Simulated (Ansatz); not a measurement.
# One shape, several levels: CH4Si (SMILES C=[SiH2])

Wanted: a comparison of 6 runs (HF/STO-3G, UHF/STO-3G, B3LYP/STO-3G, BLYP/STO-3G, UPBE0/STO-3G, UCCSD(T)/STO-3G) of CH4Si. 

The calculation is run with Ansatz 0.2.0.

43 further runs of the same task are left out: 43 set aside as unsound or not needed.

**1. Starting point**

CH4Si has 6 atoms, charge 0, and is taken as a singlet. As SMILES, `C=[SiH2]`. The H6–Si2 distance was set to 2.916 Å, away from the relaxed value. At this shape a bond of the SMILES string is far longer than usual.

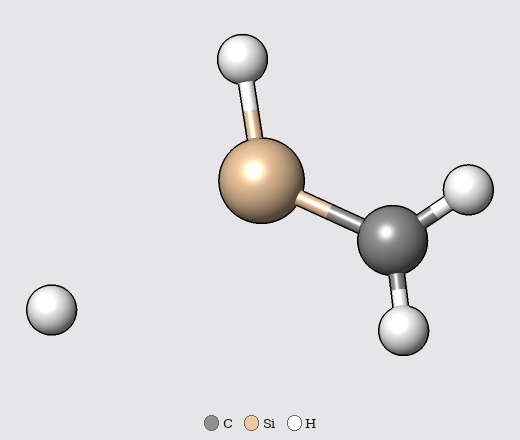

The structure, seen from a chosen angle (carbon grey, silicon light orange, hydrogen white).

**2. The energy at HF/STO-3G (run 1)**

job.yaml reads:

```yaml
crystal:
  periodic: [false, false, false]
  atoms:
    - {symbol: C, position_ang: [-1.673322, -1.179622, 0.658491]}
    - {symbol: Si, position_ang: [-0.323362, -0.180702, 1.141851]}
    - {symbol: H, position_ang: [-2.343142, -1.629072, 1.371721]}
    - {symbol: H, position_ang: [-1.897552, -1.390622, -0.373149]}
    - {symbol: H, position_ang: [0.018348, 0.133508, 2.524341]}
    - {symbol: H, position_ang: [1.545870, 1.084200, -0.705300]}
basis:
  gaussian:
    orbitals: STO-3G
magnetization:
  spin_polarized: false
  initial_magnetization: 0
hamiltonian:
  xc: hf
accuracy: high
```

Started as:

```sh
$ ansatz run job.yaml --threads 1 --pin off --max-ram 2610MiB --events-out events.jsonl --progress --plain --runs-dir runs
```

Output:

```text
Warning: RAYON_NUM_THREADS=1 ignored (pool sized by the plan → 1); use --threads N
Functional definition: HF
  name "HF"
  exchange = exact_x
  correlation = 0
308 factors; integrals over basis functions are off by at most 5.3e-9 eV
mean field evaluation 1: about -8837.7863 eV, gradient 2.1e1 eV
mean field evaluation 2: about -8837.8004 eV, gradient 2.1e1 eV
mean field evaluation 4: about -8841.5942 eV, gradient 1.6e0 eV
mean field evaluation 8: about -8841.6162 eV, gradient 5.5e-5 eV
mean field evaluation 16: about -8824.4549 eV, gradient 1.6e1 eV
mean field -8841.61220006 eV, -324.9232552923 hartree, gradient 3.5e-8 eV, S^2 0.000000; 0 other end points of the search recorded, 0 dependent functions left out
reference -8841.61220006 eV, -324.9232552923 hartree; 12, 12 occupied and 6, 6 virtual orbitals, 308 factors
Total energy: -8841.61220006 eV, -324.9232552923 hartree
```

It took 0.12 s on 1 thread of Arm Neoverse V1, shared host.

**3. The energy at UHF/STO-3G (run 2)**

in.yaml reads:

```yaml
crystal:
  periodic: [false, false, false]
  atoms:
    - {symbol: C, position_ang: [-1.673322, -1.179622, 0.658491]}
    - {symbol: Si, position_ang: [-0.323362, -0.180702, 1.141851]}
    - {symbol: H, position_ang: [-2.343142, -1.629072, 1.371721]}
    - {symbol: H, position_ang: [-1.897552, -1.390622, -0.373149]}
    - {symbol: H, position_ang: [0.018348, 0.133508, 2.524341]}
    - {symbol: H, position_ang: [1.545870, 1.084200, -0.705300]}
basis:
  gaussian:
    orbitals: STO-3G
magnetization:
  spin_polarized: true
  initial_magnetization: 0
hamiltonian:
  xc: hf
accuracy: high
```

Started as:

```sh
$ ansatz run in.yaml --threads 1 --pin off --max-ram 2610MiB --events-out events.jsonl --progress --plain --runs-dir runs
```

Output:

```text
Warning: RAYON_NUM_THREADS=1 ignored (pool sized by the plan → 1); use --threads N
Functional definition: HF
  name "HF"
  exchange = exact_x
  correlation = 0
308 factors; integrals over basis functions are off by at most 5.3e-9 eV
mean field evaluation 1: about -8837.7863 eV, gradient 1.5e1 eV
mean field evaluation 2: about -8837.8004 eV, gradient 1.5e1 eV
mean field evaluation 4: about -8841.5942 eV, gradient 1.1e0 eV
mean field evaluation 8: about -8841.6122 eV, gradient 1.6e-2 eV
mean field evaluation 16: about -8841.8453 eV, gradient 1.4e0 eV
mean field evaluation 32: about -8845.2258 eV, gradient 2.0e0 eV
mean field evaluation 64: about -8844.9334 eV, gradient 2.7e-3 eV
mean field evaluation 96: about -8844.4438 eV, gradient 4.7e0 eV
mean field evaluation 128: about -8841.6044 eV, gradient 2.9e-1 eV
mean field -8846.11059653 eV, -325.0885683132 hartree, gradient 1.6e-8 eV, S^2 1.633483; 8 other end points of the search recorded, 0 dependent functions left out
reference -8846.11059653 eV, -325.0885683132 hartree; 12, 12 occupied and 6, 6 virtual orbitals, 308 factors
Total energy: -8846.11059653 eV, -325.0885683132 hartree
```

It took 0.3 s on 1 thread of Arm Neoverse V1, shared host.

Runs 3 to 4 aren't shown in full; the table further down has their settings and results.

**4. A single-point energy at UPBE0/STO-3G (run 5)**

job.yaml, as its differences from that of step 2:

```diff
@@ -10,9 +10,5 @@
 basis:
-  gaussian:
-    orbitals: STO-3G
-magnetization:
-  spin_polarized: false
-  initial_magnetization: 0
-hamiltonian:
-  xc: hf
+  gaussian: {orbitals: STO-3G}
+magnetization: {spin_polarized: true}
+hamiltonian: {xc: pbe0}
 accuracy: high
```

Started as:

```sh
$ ansatz run job.yaml --threads 1 --pin off --max-ram 2610MiB --events-out events.jsonl --progress --plain --runs-dir runs
```

Output:

```text
Warning: RAYON_NUM_THREADS=1 ignored (pool sized by the plan → 1); use --threads N
Functional definition: PBE0
  name "PBE0"
  parameter a = 0.25
  parameter kappa = 0.804
  parameter beta = 0.06672455060314922
  exchange = (1 - a)*pbe_x(kappa = kappa, mu = beta*pi^2/3) + a*exact_x
  correlation = pbe_c(beta = beta)
308 factors; integrals over basis functions are off by at most 5.3e-9 eV
mean field evaluation 1: about -8855.0913 eV, gradient 2.4e1 eV
mean field evaluation 2: about -8837.3970 eV, gradient 4.2e1 eV
mean field evaluation 4: about -8860.3807 eV, gradient 1.1e1 eV
mean field evaluation 8: about -8862.2241 eV, gradient 1.0e0 eV
mean field evaluation 16: about -8862.1796 eV, gradient 2.2e-5 eV
mean field evaluation 32: about -8863.3220 eV, gradient 8.4e-8 eV
mean field -8863.32197974 eV, -325.7210749799 hartree, gradient 8.4e-8 eV, S^2 0.985866; 5 other end points of the search recorded, 0 dependent functions left out
reference -8863.32198143 eV, -325.7210750421 hartree; 12, 12 occupied and 6, 6 virtual orbitals, 308 factors
Total energy: -8863.32198143 eV, -325.7210750421 hartree
```

Wall time 4.5 s (1 thread of Arm Neoverse V1, shared host); peak memory 0.13 GiB.

**5. The energy at UCCSD(T)/STO-3G (run 6)**

input.yaml reads:

```yaml
crystal:
  periodic: [false, false, false]
  atoms:
    - symbol: C
      position_ang: [-1.673322, -1.179622, 0.658491]
    - symbol: Si
      position_ang: [-0.323362, -0.180702, 1.141851]
    - symbol: H
      position_ang: [-2.343142, -1.629072, 1.371721]
    - symbol: H
      position_ang: [-1.897552, -1.390622, -0.373149]
    - symbol: H
      position_ang: [0.018348, 0.133508, 2.524341]
    - symbol: H
      position_ang: [1.545870, 1.084200, -0.705300]
basis:
  gaussian: {orbitals: STO-3G}
accuracy: high
scf: {omitted_lower_state_checks: [cluster_reference, increment]}
magnetization: {spin_polarized: true}
correlation: {method: ccsd_t, frozen_orbitals: {C: 1, H: 0, Si: 5}}
```

Started as:

```sh
$ ansatz run input.yaml --threads 1 --pin off --max-ram 2610MiB --events-out events.jsonl --progress --plain --runs-dir runs
```

Output:

```text
Warning: RAYON_NUM_THREADS=1 ignored (pool sized by the plan → 1); use --threads N
[... 15 lines left out ...]
6 core orbitals not correlated: weight in the atoms' cores, before any rotation towards them, 0.999 or more for the frozen orbitals, at most 0.000 for the correlated occupied ones
[... 48 lines left out ...]
Total energy: -8849.30087377 eV, -325.2058088395 hartree
Checks for a lower state left out: cluster_reference, increment
```

Run time: 0.46 s. Hardware: 1 thread of Arm Neoverse V1, shared host.

**6. The series**

```tsv
run	level	frozen core orbitals	energy (Eh)	wall time
1	HF/STO-3G	–	-324.923255	0.12 s
2	UHF/STO-3G	–	-325.088568	0.3 s
3	B3LYP/STO-3G	–	-325.865284	1.1 s
4	BLYP/STO-3G	–	-325.819331	1.1 s
5	UPBE0/STO-3G	–	-325.721075	4.5 s
6	UCCSD(T)/STO-3G	6	-325.205809	0.46 s
```

**7. What came out**

| quantity | value |
| --- | --- |
| run 6: total energy | -325.20581 Eh |
| run 6: correlation energy (6 core orbitals frozen) | -117.2 mEh |
| run 6: (T) correction | -1.74 mEh |
| run 6: ⟨S²⟩ of the reference determinant | 1.633 |
| run 6: T1 diagnostic | 0.076 |

**Reading.** Totals of different functionals can't be ranked against each other. In runs 1, 2, 3, 4, 5, 6 the basis is minimal, so the values are rough. In runs 1, 3, 4 a closed-shell determinant meets a far-stretched bond, which it describes badly. Spin contamination of the reference: run 2 ⟨S²⟩ = 1.63, run 6 ⟨S²⟩ = 1.63, run 5 ⟨S²⟩ = 0.99. Where it is this large, the reference is a mixture of spin states, and values that rest on it are in doubt. All runs together took 7.7 s, the longest 4.5 s.
